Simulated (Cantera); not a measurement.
Feed: 1 mol SiH2Cl2, 0.38 mol CH4, 9.7 mol H2, held at 133 Pa.

Method: chemical equilibrium by Gibbs-energy minimisation in Cantera with the NASA 1993 tables (ideal gas, pure condensed phases). Candidate condensed phases: C, C6H6, C7H8, C8H18, Si, SiC; 109 gas species. The tables' values for SiCl are old estimates; treat these amounts as uncertain. Gases not in the tables: Si2H6 and higher silanes. Rates play no part.

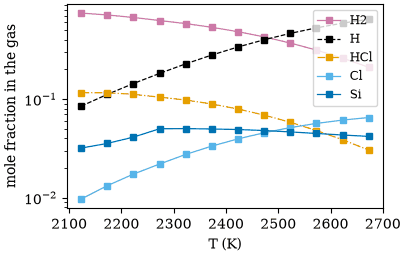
Equilibrium gas composition (values under 1e-9 drawn at 1e-9)

Problem. Read off the mole fractions at 2273 K.

Solution. H2 about 0.62, H about 0.18, HCl about 0.10, Si about 0.050, Cl about 0.022.
